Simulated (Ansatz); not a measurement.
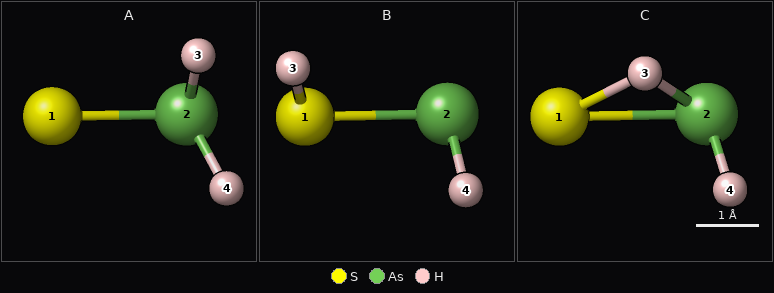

3 geometries from a converged minimum-energy path of AsH₂S (charge −1), shuffled. Style: ball-and-stick. Shown at a tilt.

Computed with RKS B3LYP-D4/def2-SVP (Ansatz). Set-up: 7 movable images; climbing image; force threshold 0.03 eV/Å; iteration limit 60; starting path through a guess of the saddle point.

Which frame is the transition state?

C. In order along the path, whose images run from 0 to 8: A (image 1, +3.4 kcal/mol), C (image 4, +29.9 kcal/mol), B (image 8, +7.6 kcal/mol). A hydrogen atom shifts from one atom to another. Breaking: As2–H3 (1.58 → 1.63 at the top → 2.96 Å). Forming: S1–H3 (3.02 → 1.75 at the top → 1.37 Å).

Limits of the set-up: the basis has no diffuse functions, which an anion needs.

Cost: 80 s on 1 thread of Arm Neoverse V1, on a shared host, peak memory 0.12 GiB.
